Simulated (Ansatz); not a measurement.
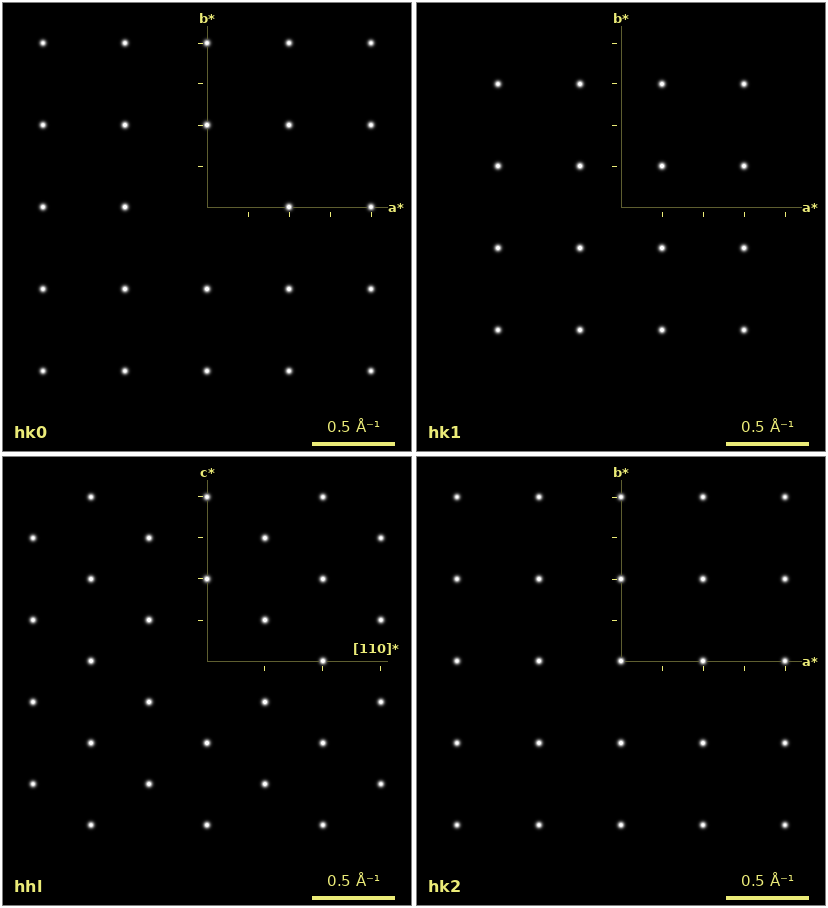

Four undistorted layers of reciprocal space, calculated for a single crystal (neutrons, kinematic |F|², B = 0.5 Å²). Tick marks count the reciprocal lattice steps of the conventional cell along each axis.

> Read the reciprocal cell and give the direct cell.

a* = 0.251, b* = 0.251, c* = 0.251 Å⁻¹; the cell is cubic with a = 3.99 Å.

> Which reflection conditions do the layers show?

Reflections are present only under these conditions. hkl: h + k = 2n, h + l = 2n; hk0: h = 2n, k = 2n; hhl: h + l = 2n; h00: h = 2n. The lattice is face-centred (F).

> Which space groups fit?

The intensities have Laue symmetry m-3m (the hk0 layer shows 4mm, hk1 shows 4mm). With these conditions the candidates are F432 (No. 209), F-43m (No. 216), Fm-3m (No. 225). Diffraction geometry alone does not choose among them; the structure has Fm-3m. The compound is Al. Structure: the input geometry of an electronic-structure calculation (not necessarily at equilibrium).
